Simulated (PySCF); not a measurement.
# SiPH5 (SMILES [SiH3]P) at 6 levels

Wanted: a comparison of 6 runs (B3LYP/STO-3G, M06-2X/STO-3G, PBE0/STO-3G, UPBE0/STO-3G, CCSDTQ/STO-3G, UCCSD(T)/STO-3G) of SiPH5. Input form: a Python script.

The results are computed with PySCF 2.14.0.

3 further runs of the same task are left out: 3 set aside as unsound or not needed.

**1. The structure to begin with**

SiPH5: 7 atoms, total charge 0, spin state singlet. SMILES: `[SiH3]P`. The P2–H7 distance was set to 3.873 Å, away from the relaxed value. At this shape a bond of the SMILES string is far longer than usual.

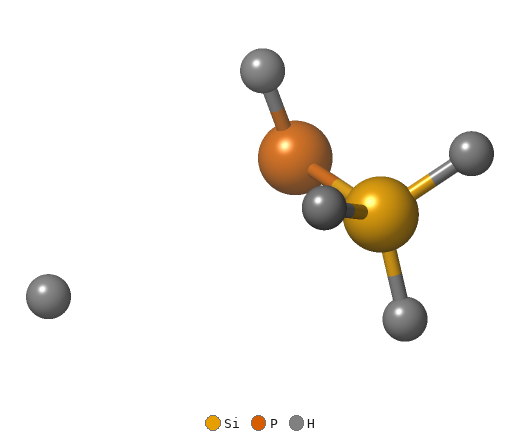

Viewed from a chosen angle; silicon amber, phosphorus orange, hydrogen grey.

**2. A single-point energy at B3LYP/STO-3G (run 1)**

Contents of geometry.xyz:

```xyz
7

Si    -2.204016    -1.257774     1.322369
P     -0.501876    -0.905344     2.725969
H     -3.388686    -1.499164     2.144629
H     -1.862106    -2.440554     0.533659
H     -2.453696    -0.127314     0.424629
H     -0.898506     0.364016     3.105409
H      1.929760     0.488790     0.053060
```

Contents of run.py:

```python
from pyscf import gto, dft

molecule = gto.M(
    atom='geometry.xyz',
    charge=0,
    max_memory=1860,
    basis='sto-3g',
    verbose=3,
)

mf = dft.RKS(molecule)
mf.xc = 'b3lyp'
mf.grids.level = 5
mf.conv_tol = 1e-10
mf.kernel()
if not mf.converged:
    mf = mf.newton().run(mf.mo_coeff, mf.mo_occ)

energy = mf.e_tot
print('E(%s) = %.9f' % ('B3LYP', energy))
```

Started as:

```bash
OMP_NUM_THREADS=1 python run.py
```

Standard output:

```text
SCF not converged.
SCF energy = -626.366324800301
converged SCF energy = -626.36632480402
E(B3LYP) = -626.366324804
```

Run time: 13 s. Hardware: 1 thread of Arm Neoverse V1, shared host; peak memory 0.24 GiB.

**3. A single-point energy at M06-2X/STO-3G (run 2)**

Contents of run.py:

```python
from pyscf import gto, dft

mol = gto.M(
    atom=[
    ('Si', (-2.204016, -1.257774, 1.322369)),
    ('P', (-0.501876, -0.905344, 2.725969)),
    ('H', (-3.388686, -1.499164, 2.144629)),
    ('H', (-1.862106, -2.440554, 0.533659)),
    ('H', (-2.453696, -0.127314, 0.424629)),
    ('H', (-0.898506, 0.364016, 3.105409)),
    ('H', (1.929760, 0.488790, 0.053060)),
],
    verbose=4,
    basis='sto-3g',
    max_memory=1860,
)

mf = dft.RKS(mol)
mf.xc = 'm06-2x'
mf.conv_tol = 1e-10
mf.grids.level = 5
mf.kernel()
if not mf.converged:
    mf = mf.newton().run(mf.mo_coeff, mf.mo_occ)

e_tot = mf.e_tot
print(f'total energy: {e_tot:.8f} hartree')
```

Started as:

```bash
OMP_NUM_THREADS=1 python run.py
```

Standard output:

```text
PySCF version 2.14.0

[... 120 lines left out ...]
converged SCF energy = -626.328310692576
total energy: -626.32831069 hartree
```

It took 14 s on 1 thread of Arm Neoverse V1, shared host; peak memory 0.22 GiB.

Runs 3 to 5 aren't shown in full; the table further down has their settings and results.

**4. A single-point energy at UCCSD(T)/STO-3G (run 6)**

Contents of input.py:

```python
from pyscf import gto, scf, cc

mol = gto.M(
    atom=[
    ('Si', (-2.204016, -1.257774, 1.322369)),
    ('P', (-0.501876, -0.905344, 2.725969)),
    ('H', (-3.388686, -1.499164, 2.144629)),
    ('H', (-1.862106, -2.440554, 0.533659)),
    ('H', (-2.453696, -0.127314, 0.424629)),
    ('H', (-0.898506, 0.364016, 3.105409)),
    ('H', (1.929760, 0.488790, 0.053060)),
],
    basis='sto-3g',
    max_memory=1860,
    charge=0,
    verbose=3,
    spin=0,
)

mf = scf.UHF(mol)
mf.conv_tol = 1e-10
mf.kernel()
if not mf.converged:
    mf = mf.newton().run(mf.mo_coeff, mf.mo_occ)
for _ in range(3):
    mo, _, stable, _ = mf.stability(return_status=True)
    if stable:
        break
    mf.kernel(mf.make_rdm1(mo, mf.mo_occ))

mycc = cc.CCSD(mf, frozen=10)
mycc.kernel()
e_t = mycc.ccsd_t()
e_tot = mycc.e_tot + e_t
print('Final energy', e_tot)
```

Started as:

```bash
OMP_NUM_THREADS=1 python input.py
```

Standard output:

```text
converged SCF energy = -625.049873946758  <S^2> = 8.0788709e-12  2S+1 = 1
<class 'pyscf.scf.uhf.UHF'> wavefunction has an internal instability
converged SCF energy = -625.285254235361  <S^2> = 1.007851  2S+1 = 2.2430791
<class 'pyscf.scf.uhf.UHF'> wavefunction is stable in the internal stability analysis
E(UCCSD) = -625.377298387353  E_corr = -0.09204415199151052
UCCSD(T) correction = -0.000588701420419991
Final energy -625.3778870887734
```

Run time: 1.2 s. Hardware: 1 thread of Arm Neoverse V1, shared host; peak memory 0.12 GiB.

**5. All runs side by side**

```csv
run,level,follow instability,integration grid,energy (Eh),dipole moment (D) of the reference,HOMO energy (eV),LUMO energy (eV),wall time
1,B3LYP/STO-3G,–,5,-626.366325,2.05,-2.44,-1.44,13 s
2,M06-2X/STO-3G,–,5,-626.328311,2.02,-2.96,-0.65,14 s
3,PBE0/STO-3G,–,5,-626.094507,1.94,-2.46,-1.26,12 s
4,UPBE0/STO-3G,yes,5,-626.197433,0.57,-3.62,1.33,24 s
5,CCSDTQ/STO-3G,–,–,-625.378241,3.08,-2.87,1.25,33 s
6,UCCSD(T)/STO-3G,yes,–,-625.377887,0.53,-6.74,6.68,1.2 s
```

**6. What came out**

| quantity | value |
| --- | --- |
| run 6: total energy | -625.37789 Eh |
| run 6: dipole moment (Hartree–Fock density) | 0.53 D |
| run 6: HOMO energy (Hartree–Fock orbitals) | -6.74 eV |
| run 6: LUMO energy (Hartree–Fock orbitals) | 6.68 eV |
| run 6: HOMO–LUMO gap (Hartree–Fock orbitals) | 13.42 eV |
| run 6: correlation energy (10 core orbitals frozen) | -92.6 mEh |
| run 6: (T) correction | -0.59 mEh |
| run 6: ⟨S²⟩ of the reference determinant | 1.008 |
| run 6: T1 diagnostic | 0.006 |

In words: Over runs 1, 2, 3, 4 the dipole moment (its size) runs from 0.57 D (UPBE0/STO-3G) to 2.05 D (B3LYP/STO-3G). Over runs 1, 2, 3, 4 the HOMO–LUMO gap runs from 1.01 eV (B3LYP/STO-3G) to 4.95 eV (UPBE0/STO-3G). Totals of different functionals can't be ranked against each other. In runs 1, 2, 3, 4, 5, 6 the basis is minimal, so the values are rough. In runs 1, 2, 3 a closed-shell determinant meets a far-stretched bond, which it describes badly. Spin contamination of the reference: run 6 ⟨S²⟩ = 1.01, run 4 ⟨S²⟩ = 1.00. Where it is this large, the reference is a mixture of spin states, and values that rest on it are in doubt. All runs together took 98 s, the longest 33 s.
